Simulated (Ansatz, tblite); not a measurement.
**Ge(vinyl)3(pyrrolidide) (C₁₀H₁₇GeN): rung by rung**

How do method and basis change the picture of Ge(vinyl)3(pyrrolidide) (C₁₀H₁₇GeN) (singlet)?

The runs use Ansatz 0.2.0, Gaussian basis; as each input shows.

The runs, in order: GFN1-xTB, GFN2-xTB, PBE-D4/def2-TZVP, r2SCAN-D4/def2-TZVP, LDA/def2-TZVP, B97M-V/def2-TZVP, PBE-D4/def2-SVP, PBE0-D4/def2-SVP, HF/STO-3G, MP2/def2-SVP.

4 further runs of the same task are left out: 2 that didn't finish, 2 set aside as unsound or not needed.

### 1 The relaxed structure

The singlet was relaxed beforehand with PBE-D4/def2-SVP.

29 atoms, charge 0, spin multiplicity 1.

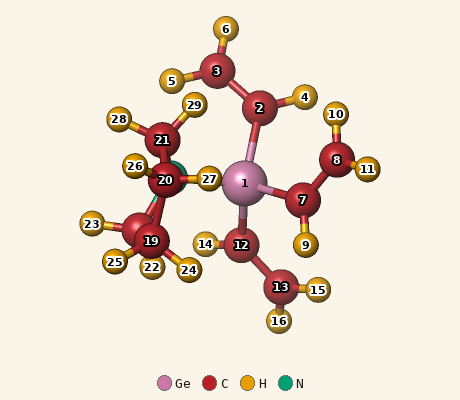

The geometry (germanium pink, carbon red, hydrogen amber, nitrogen teal); atoms are numbered from 1 in the order of the file.

PBE0-D4/def2-TZVP was run before; its log isn't repeated, and its numbers join the tables.

### 2 GFN1-xTB

Tight binding, by tblite at 300 K electronic temperature and without a spin-polarisation term:

```python
tblite.interface.Calculator('GFN1-xTB', numbers, positions, charge=0, uhf=0).singlepoint()
```

Energy -953.5988 eV, HOMO -10.17 eV, LUMO -7.32 eV; 0.026 s.

### 3 GFN2-xTB

Tight binding, by tblite at 300 K electronic temperature and without a spin-polarisation term:

```python
tblite.interface.Calculator('GFN2-xTB', numbers, positions, charge=0, uhf=0).singlepoint()
```

Energy -946.9053 eV, HOMO -9.36 eV, LUMO -6.40 eV; 0.018 s.

### 4 PBE-D4/def2-TZVP

start.molden holds the orbitals of an earlier run on this state, given as this run's starting guess.

File in.yaml:

```yaml
crystal:
  periodic: [false, false, false]
  atoms:
    - {symbol: Ge, position_ang: [0.165241, 0.928309, 0.329397]}
    - {symbol: C, position_ang: [0.454287, 1.264982, 2.232199]}
    - {symbol: C, position_ang: [-0.394818, 0.817628, 3.176330]}
    - {symbol: H, position_ang: [1.327310, 1.874027, 2.530743]}
    - {symbol: H, position_ang: [-1.282401, 0.219379, 2.905001]}
    - {symbol: H, position_ang: [-0.248101, 1.032258, 4.249938]}
    - {symbol: C, position_ang: [1.871982, 0.507240, -0.538573]}
    - {symbol: C, position_ang: [2.970547, 0.127406, 0.143838]}
    - {symbol: H, position_ang: [1.909793, 0.508761, -1.644287]}
    - {symbol: H, position_ang: [2.990604, 0.102154, 1.248514]}
    - {symbol: H, position_ang: [3.904161, -0.176184, -0.362549]}
    - {symbol: C, position_ang: [-0.700525, 2.427026, -0.572908]}
    - {symbol: C, position_ang: [-0.086700, 3.201525, -1.487648]}
    - {symbol: H, position_ang: [-1.742417, 2.658137, -0.284232]}
    - {symbol: H, position_ang: [0.956678, 3.020709, -1.801595]}
    - {symbol: H, position_ang: [-0.592751, 4.060581, -1.963280]}
    - {symbol: N, position_ang: [-1.049525, -0.495729, 0.260533]}
    - {symbol: C, position_ang: [-1.756529, -0.762861, -0.992571]}
    - {symbol: C, position_ang: [-0.917707, -1.835784, -1.736595]}
    - {symbol: C, position_ang: [-0.150398, -2.567867, -0.600465]}
    - {symbol: C, position_ang: [-0.572113, -1.813503, 0.691199]}
    - {symbol: H, position_ang: [-1.908114, 0.165878, -1.579662]}
    - {symbol: H, position_ang: [-2.769890, -1.173511, -0.760716]}
    - {symbol: H, position_ang: [-0.209412, -1.347474, -2.437970]}
    - {symbol: H, position_ang: [-1.550745, -2.519176, -2.338594]}
    - {symbol: H, position_ang: [-0.400558, -3.646402, -0.544601]}
    - {symbol: H, position_ang: [0.945498, -2.491252, -0.750200]}
    - {symbol: H, position_ang: [-1.408876, -2.359309, 1.191813]}
    - {symbol: H, position_ang: [0.245478, -1.726927, 1.436908]}
basis:
  gaussian: {orbitals: def2-TZVP, initial_orbitals: start.molden}
hamiltonian: {xc: pbe, dispersion: d4}
scf: {omitted_lower_state_checks: [starts]}
output: {orbitals: {seedname: orbitals}}
```

Run with:

```bash
$ ansatz run in.yaml --threads 4 --pin off --events-out ev --progress --plain --max-ram 6963MiB
```

The log of the run:

```text
Functional definition: PBE
  name "PBE"
  cite "Perdew, Burke & Ernzerhof, Phys. Rev. Lett. 77, 3865 (1996) doi:10.1103/PhysRevLett.77.3865"
  parent pbe
  parameter kappa = 0.804
  parameter beta = 0.06672455060314922
  exchange = pbe_x(kappa = kappa, mu = beta*pi^2/3)
  correlation = pbe_c(beta = beta)
these checks for a lower state are left out or cut short: starts
3061 factors; their error is unknown
mean field evaluation 1: about -68632.8701 eV, gradient 1.5e1 eV
mean field evaluation 2: about -68633.1348 eV, gradient 2.8e-1 eV
mean field evaluation 4: about -68633.0178 eV, gradient 2.5e-3 eV
mean field -68633.01779054 eV, -2522.2168826721 hartree, gradient 2.0e-5 eV, S^2 0.000000; 0 other end points of the search recorded, 0 dependent functions left out
reference -68633.01786081 eV, -2522.2168852545 hartree; 58, 58 occupied and 433, 433 virtual orbitals, 3061 factors
Total energy: -68633.93836207 eV, -2522.2507130518 hartree
Checks for a lower state left out: starts
```

It took 16 s on 4 threads of Arm Neoverse V1, shared host; peak memory 1.5 GiB.

HOMO -4.80 eV, LUMO -1.67 eV.

### 5 r2SCAN-D4/def2-TZVP

in.yaml, as its differences from that of step 4:

```diff
@@ -34,4 +34,4 @@
   gaussian: {orbitals: def2-TZVP, initial_orbitals: start.molden}
-hamiltonian: {xc: pbe, dispersion: d4}
+hamiltonian: {xc: r2scan, dispersion: d4}
 scf: {omitted_lower_state_checks: [starts]}
-output: {orbitals: {seedname: orbitals}}
+output: {forces: true, orbitals: {seedname: orbitals}}
```

Same command.

The log of the run, cut to the lines that bear on the results:

```text
Functional definition: r2SCAN
  name "r2SCAN"
  cite "Furness, Kaplan, Ning, Perdew & Sun, J. Phys. Chem. Lett. 11, 8208 (2020) doi:10.1021/acs.jpclett.0c02405"
  cite "Furness, Kaplan, Ning, Perdew & Sun, J. Phys. Chem. Lett. 11, 9248 (2020) doi:10.1021/acs.jpclett.0c03077"
  parent r2scan
[...]
3061 factors; their error is unknown
[...]
mean field -68650.42745713 eV, -2522.8566761183 hartree, gradient 1.8e-5 eV, S^2 0.000000; 0 other end points of the search recorded, 0 dependent functions left out
[...]
reference -68650.42747637 eV, -2522.8566768254 hartree; 58, 58 occupied and 433, 433 virtual orbitals, 3061 factors
Total energy: -68650.69798855 eV, -2522.8666179649 hartree
Atom 0 at     0.165241     0.928309     0.329397 Å, force    -0.098855    -0.155856    -0.015238 eV/Å
Atom 1 at     0.454287     1.264982     2.232199 Å, force    -0.162313    -0.040744     0.529504 eV/Å
[...]
Atom 20 at    -0.572113    -1.813503     0.691199 Å, force     0.041967    -0.182462     0.341098 eV/Å
Atom 21 at    -1.908114     0.165878    -1.579662 Å, force     0.096572    -0.440609     0.265752 eV/Å
Atom 22 at    -2.769890    -1.173511    -0.760716 Å, force     0.476639     0.167338    -0.072062 eV/Å
Atom 23 at    -0.209412    -1.347474    -2.437970 Å, force    -0.315063    -0.219247     0.345951 eV/Å
Atom 24 at    -1.550745    -2.519176    -2.338594 Å, force     0.287860     0.316156     0.301633 eV/Å
Atom 25 at    -0.400558    -3.646402    -0.544601 Å, force     0.095602     0.500648    -0.028654 eV/Å
Atom 26 at     0.945498    -2.491252    -0.750200 Å, force    -0.523056    -0.015144     0.058695 eV/Å
Atom 27 at    -1.408876    -2.359309     1.191813 Å, force     0.359472     0.259888    -0.249507 eV/Å
Atom 28 at     0.245478    -1.726927     1.436908 Å, force    -0.364860    -0.021570    -0.382658 eV/Å
Dipole moment:     0.100494    -0.007342    -0.077462 e Å
Checks for a lower state left out: starts
```

It took 35 s on 4 threads of Arm Neoverse V1, shared host; peak memory 1.5 GiB.

HOMO -5.03 eV, LUMO -1.50 eV.

### 6 LDA/def2-TZVP

in.yaml, as its differences from that of step 5:

```diff
@@ -34,4 +34,4 @@
   gaussian: {orbitals: def2-TZVP, initial_orbitals: start.molden}
-hamiltonian: {xc: r2scan, dispersion: d4}
+hamiltonian: {xc: lda}
 scf: {omitted_lower_state_checks: [starts]}
-output: {forces: true, orbitals: {seedname: orbitals}}
+output: {orbitals: {seedname: orbitals}}
```

Same command.

The log of the run:

```text
Functional definition: SPW92
  name "SPW92"
  cite "Dirac, Proc. Camb. Phil. Soc. 26, 376 (1930) doi:10.1017/S0305004100016108"
  cite "Slater, Phys. Rev. 81, 385 (1951) doi:10.1103/PhysRev.81.385"
  cite "Perdew & Wang, Phys. Rev. B 45, 13244 (1992) doi:10.1103/PhysRevB.45.13244"
  exchange = slater_x
  correlation = pw_c
these checks for a lower state are left out or cut short: starts
3061 factors; their error is unknown
mean field evaluation 1: about -68459.1149 eV, gradient 5.9e1 eV
mean field evaluation 2: about -68460.2676 eV, gradient 1.5e0 eV
mean field evaluation 4: about -68460.1672 eV, gradient 9.0e-1 eV
mean field evaluation 8: about -68460.1684 eV, gradient 2.6e-5 eV
mean field -68460.16839041 eV, -2515.8647843787 hartree, gradient 2.6e-5 eV, S^2 0.000000; 0 other end points of the search recorded, 0 dependent functions left out
reference -68460.16845399 eV, -2515.8647867153 hartree; 58, 58 occupied and 433, 433 virtual orbitals, 3061 factors
Total energy: -68460.16845399 eV, -2515.8647867153 hartree
Checks for a lower state left out: starts
```

It took 9 s on 4 threads of Arm Neoverse V1, shared host; peak memory 1.5 GiB.

HOMO -4.95 eV, LUMO -1.92 eV.

### 7 B97M-V/def2-TZVP

in.yaml, as its differences from that of step 6:

```diff
@@ -34,3 +34,3 @@
   gaussian: {orbitals: def2-TZVP, initial_orbitals: start.molden}
-hamiltonian: {xc: lda}
+hamiltonian: {xc: {name: B97M-V}}
 scf: {omitted_lower_state_checks: [starts]}
```

Launched as before.

The log of the run, cut to the lines that bear on the results:

```text
Functional definition: B97M-V
  name "B97M-V"
  cite "Mardirossian & Head-Gordon, J. Chem. Phys. 142, 074111 (2015) doi:10.1063/1.4907719"
  cite "Becke, J. Chem. Phys. 107, 8554 (1997) doi:10.1063/1.475007"
  cite "Vydrov & Van Voorhis, J. Chem. Phys. 133, 244103 (2010) doi:10.1063/1.3521275"
  # Of w^i u^j: cxij and so on, Table III.
[...]
  gx(w, u) = cx00 + cx01*u + cx02*u^2 + (cx10 + cx11*u)*w
  gss(w, u) = css00 + css02*u^2 + css10*w + (css32*w^3 + css42*w^4)*u^2
  gos(w, u) = cos00 + cos01*u + cos03*u^3 + cos10*w + cos32*w^3*u^2
[...]
      + integral(e_c_pw_mod_opposite_spin*gos(b97_w_opposite, b97_u_opposite)) + vv10(b, c)
[...]
3061 factors; their error is unknown
[...]
mean field -68647.63393023 eV, -2522.7540158986 hartree, gradient 6.7e-5 eV, S^2 0.000000; 0 other end points of the search recorded, 0 dependent functions left out
reference -68647.63402680 eV, -2522.7540194472 hartree; 58, 58 occupied and 433, 433 virtual orbitals, 3061 factors
Total energy: -68647.63402680 eV, -2522.7540194472 hartree
Checks for a lower state left out: starts
```

Run time: 67 s. Hardware: 4 threads of Arm Neoverse V1, shared host; peak memory 1.7 GiB.

From the report: HOMO -5.17 eV, LUMO -1.46 eV.

### 8 PBE-D4/def2-SVP

in.yaml, as its differences from that of step 7:

```diff
@@ -33,4 +33,4 @@
 basis:
-  gaussian: {orbitals: def2-TZVP, initial_orbitals: start.molden}
-hamiltonian: {xc: {name: B97M-V}}
+  gaussian: {orbitals: def2-SVP, initial_orbitals: start.molden}
+hamiltonian: {xc: pbe, dispersion: d4}
 scf: {omitted_lower_state_checks: [starts]}
```

Same command.

The log of the run:

```text
Functional definition: PBE
  name "PBE"
  cite "Perdew, Burke & Ernzerhof, Phys. Rev. Lett. 77, 3865 (1996) doi:10.1103/PhysRevLett.77.3865"
  parent pbe
  parameter kappa = 0.804
  parameter beta = 0.06672455060314922
  exchange = pbe_x(kappa = kappa, mu = beta*pi^2/3)
  correlation = pbe_c(beta = beta)
these checks for a lower state are left out or cut short: starts
3089 factors; their error is unknown
mean field evaluation 1: about -68612.5424 eV, gradient 1.3e1 eV
mean field evaluation 2: about -68612.9484 eV, gradient 3.1e-1 eV
mean field evaluation 4: about -68612.7700 eV, gradient 1.3e-3 eV
mean field -68612.77002816 eV, -2521.4727911290 hartree, gradient 2.2e-5 eV, S^2 0.000000; 0 other end points of the search recorded, 0 dependent functions left out
reference -68612.77007798 eV, -2521.4727929600 hartree; 58, 58 occupied and 213, 213 virtual orbitals, 3089 factors
Total energy: -68613.69057924 eV, -2521.5066207572 hartree
Checks for a lower state left out: starts
```

Run time: 8 s. Hardware: 4 threads of Arm Neoverse V1, shared host.

From the report: HOMO -4.67 eV, LUMO -1.52 eV.

### 9 PBE0-D4/def2-SVP

in.yaml, as its differences from that of step 8:

```diff
@@ -34,3 +34,3 @@
   gaussian: {orbitals: def2-SVP, initial_orbitals: start.molden}
-hamiltonian: {xc: pbe, dispersion: d4}
+hamiltonian: {xc: pbe0, dispersion: d4}
 scf: {omitted_lower_state_checks: [starts]}
```

Launched as before.

The log of the run:

```text
Functional definition: PBE0
  name "PBE0"
  cite "Adamo & Barone, J. Chem. Phys. 110, 6158 (1999) doi:10.1063/1.478522"
  cite "Perdew, Burke & Ernzerhof, Phys. Rev. Lett. 77, 3865 (1996) doi:10.1103/PhysRevLett.77.3865"
  parent pbe
  parameter a = 0.25
  parameter kappa = 0.804
  parameter beta = 0.06672455060314922
  exchange = (1 - a)*pbe_x(kappa = kappa, mu = beta*pi^2/3) + a*exact_x
  correlation = pbe_c(beta = beta)
these checks for a lower state are left out or cut short: starts
3128 factors; their error is unknown
mean field evaluation 1: about -68615.7769 eV, gradient 9.1e0 eV
mean field evaluation 2: about -68615.9939 eV, gradient 1.6e-1 eV
mean field evaluation 4: about -68616.0748 eV, gradient 4.8e-4 eV
mean field -68616.07475855 eV, -2521.5942377306 hartree, gradient 1.8e-5 eV, S^2 0.000000; 0 other end points of the search recorded, 0 dependent functions left out
reference -68616.07479908 eV, -2521.5942392204 hartree; 58, 58 occupied and 213, 213 virtual orbitals, 3128 factors
Total energy: -68616.87571735 eV, -2521.6236724237 hartree
Checks for a lower state left out: starts
```

It took 18 s on 4 threads of Arm Neoverse V1, shared host; peak memory 1.8 GiB.

Report: HOMO -5.98 eV, LUMO -0.57 eV.

### 10 HF/STO-3G

in.yaml, as its differences from that of step 9:

```diff
@@ -33,4 +33,4 @@
 basis:
-  gaussian: {orbitals: def2-SVP, initial_orbitals: start.molden}
-hamiltonian: {xc: pbe0, dispersion: d4}
+  gaussian: {orbitals: STO-3G}
+hamiltonian: {xc: hf}
 scf: {omitted_lower_state_checks: [starts]}
```

The command is unchanged.

The log of the run:

```text
Functional definition: HF
  name "HF"
  cite "Fock, Z. Phys. 61, 126 (1930) doi:10.1007/BF01340294"
  parent pbe
  exchange = exact_x
  correlation = 0
these checks for a lower state are left out or cut short: starts
1200 factors; integrals over basis functions are off by at most 5.0e-5 eV
mean field evaluation 1: about -67736.8206 eV, gradient 2.5e1 eV
mean field evaluation 2: about -67737.3760 eV, gradient 2.5e1 eV
mean field evaluation 4: about -67739.8688 eV, gradient 2.4e0 eV
mean field evaluation 8: about -67739.8893 eV, gradient 4.4e-2 eV
mean field -67739.88932193 eV, -2489.3950168349 hartree, gradient 1.6e-5 eV, S^2 0.000000; 0 other end points of the search recorded, 0 dependent functions left out
reference -67739.88932193 eV, -2489.3950168349 hartree; 58, 58 occupied and 32, 32 virtual orbitals, 1200 factors
Total energy: -67739.88932193 eV, -2489.3950168349 hartree
Checks for a lower state left out: starts
```

Run time: 2.2 s. Hardware: 4 threads of Arm Neoverse V1, shared host.

Report: HOMO -6.96 eV, LUMO 7.51 eV.

### 11 MP2/def2-SVP

in.yaml, as its differences from that of step 10:

```diff
@@ -33,4 +33,4 @@
 basis:
-  gaussian: {orbitals: STO-3G}
-hamiltonian: {xc: hf}
+  gaussian: {orbitals: def2-SVP, initial_orbitals: start.molden}
+correlation: {method: mp2}
 scf: {omitted_lower_state_checks: [starts]}
```

The command is unchanged.

The log of the run, cut to the lines that bear on the results:

```text
Functional definition: HF
  name "HF"
  cite "Fock, Z. Phys. 61, 126 (1930) doi:10.1007/BF01340294"
  parent pbe
[...]
2809 factors; integrals over basis functions are off by at most 1.5e-3 eV
[...]
mean field -68510.97360565 eV, -2517.7318416018 hartree, gradient 2.8e-6 eV, S^2 0.000000; 0 other end points of the search recorded, 0 dependent functions left out; unrestricted orbitals would lower it
20 core orbitals not correlated: weight in the atoms' cores, before any rotation towards them, 1.000 or more for the frozen orbitals, at most 0.000 for the correlated occupied ones
reference -68510.97360565 eV, -2517.7318416018 hartree; 38, 38 occupied and 213, 213 virtual orbitals, 2809 factors
second order -47.85602173 eV of doubles, -0.00000000 eV of singles
Total energy: -68558.82962738 eV, -2519.4905179625 hartree
Checks for a lower state left out: starts
```

It took 21 s on 4 threads of Arm Neoverse V1, shared host; peak memory 1.2 GiB.

From the report: Hartree-Fock HOMO -9.21 eV, LUMO 3.23 eV. Doubts: restricted state is unstable towards broken spin symmetry.

### 12 Levels side by side

```csv
level,functions,HOMO (eV),LUMO (eV),gap (eV),time
HF/STO-3G,90,-6.96,7.51,14.47,2.2 s
LDA/def2-TZVP,491,-4.95,-1.92,3.02,9 s
PBE-D4/def2-SVP,271,-4.67,-1.52,3.15,8 s
PBE-D4/def2-TZVP,491,-4.80,-1.67,3.13,16 s
r2SCAN-D4/def2-TZVP,491,-5.03,-1.50,3.52,35 s
B97M-V/def2-TZVP,491,-5.17,-1.46,3.71,67 s
PBE0-D4/def2-SVP,271,-5.98,-0.57,5.40,18 s
PBE0-D4/def2-TZVP,491,-6.06,-0.71,5.35,38 s
```

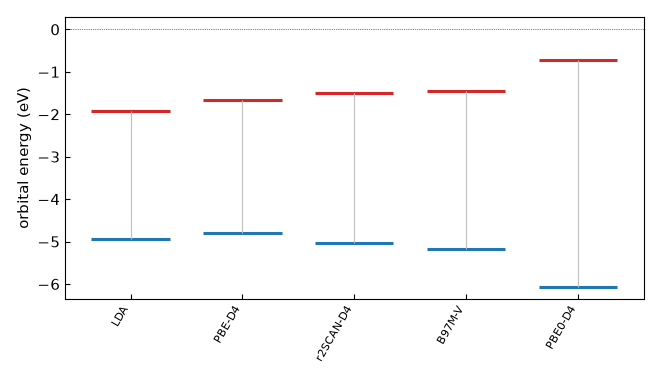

Highest filled (blue) and lowest empty (red) level in def2-TZVP.

The pieces so far (eV):

```csv
basis,HF,MP2 correlation,total
def2-SVP,-68510.9736,-47.8560,-68558.8296 (MP2)
```

### 13 Binding energy

Free atoms were run apart at each level; binding is atoms less cluster, divided by the number of atoms, without zero-point or spin-orbit terms.

```csv
level,binding an atom (eV)
HF/STO-3G,3.870
HF/def2-SVP,3.188
LDA/def2-TZVP,4.881
PBE-D4/def2-SVP,4.419
PBE-D4/def2-TZVP,4.376
r2SCAN-D4/def2-TZVP,4.273
B97M-V/def2-TZVP,4.262
PBE0-D4/def2-SVP,4.352
PBE0-D4/def2-TZVP,4.305
MP2/def2-SVP,4.142
```

### 14 What came out

| quantity | value |
| --- | --- |
| gap in def2-TZVP, named functionals, smallest and largest | 3.02 eV (LDA), 5.35 eV (PBE0-D4) |
| correlation energy, MP2/def2-SVP | -47.86 eV |
| binding an atom, functionals in def2-TZVP | 4.26 (B97M-V) to 4.88 eV (LDA) |
| PBE0 total energy, smallest basis above largest | 19.98 eV (def2-SVP, def2-TZVP) |

Over the named functionals in def2-TZVP the gap runs from 3.02 eV (LDA) to 5.35 eV (PBE0-D4); exact exchange widens it.

The slowest run with a step of its own, B97M-V/def2-TZVP, took 67 s; the quickest functional in def2-TZVP took 9 s (shared host).
